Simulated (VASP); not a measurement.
Band structure of TaC (rock salt). Calculation: vdW-DF-cx, VASP's PBE PAW potentials (set 64) (plane waves; VASP).

Unless said otherwise, spin-orbit coupling is left out, though it shifts the bands of the heavy elements here.

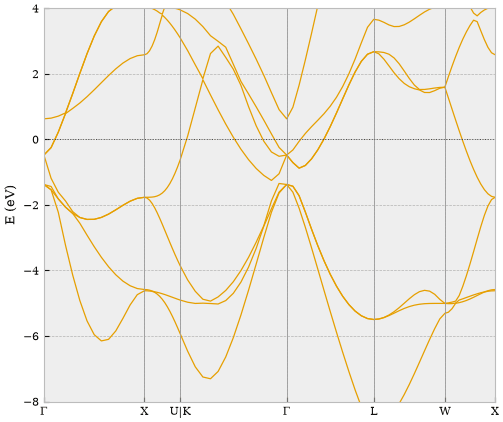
*Bands along high-symmetry lines, zero at the valence-band maximum or, without a gap, the Fermi level*

Question: Read the plot: is there a gap, and where are the band edges?

Answer: It has no gap at this level: it comes out as a metal or semimetal. (Edges off the drawn lines would not show.)

The compound is TaC in the rock salt structure. It was relaxed first. The electron count is odd and the run is not spin-polarised, which forces a metal.
